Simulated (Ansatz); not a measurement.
**Isomers of C6H10**

3 of its isomers, all singlets with charge 0: A = `C#CC(C)(C)C`; B = bicyclopropyl `C1CC1C1CC1`; C = 3-methylcyclopentene `CC1C=CCC1`.

Shapes, held fixed at every level: PBE0-D4/def2-TZVP. Flexible molecules stand in one conformer, not always the lowest. Programs: Ansatz 0.2.0.

Electronic energies in kJ/mol, without zero-point or thermal terms.

```csv
level,kind,B − A,C − A
HF/def2-SVP,Hartree–Fock,+9.0,-113.4
HF/def2-TZVPP,Hartree–Fock,+25.8,-104.9
r2SCAN-D4/def2-TZVPP,meta-GGA,-6.2,-120.2
MP2/def2-SVP,perturbation theory,+7.4,-108.2
CCSD(T)/def2-SVP,coupled cluster or CI,+12.8,-113.7
CCSD(T)/def2-TZVPP,coupled cluster or CI,+20.7,-109.1
CCSD/def2-TZVPP,coupled cluster or CI,+17.5,-110.1
CCSD(T)/CBS estimate,coupled cluster or CI,+22.6,-108.9
```

The highest level, CCSD(T)/CBS estimate, puts C lowest of these. All levels agree on that. The B − A difference spans -6.2 to +25.8 kJ/mol over the levels. The CBS estimate extrapolates MP2 from def2-TZVPP and def2-QZVPP and adds CCSD(T) − MP2 in the triple-zeta set, cores frozen.

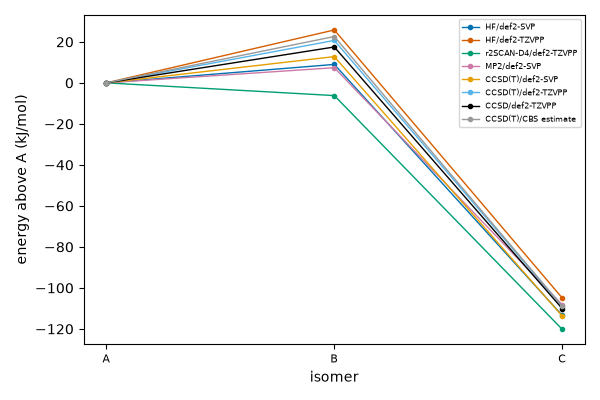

Relative energies of the isomers.
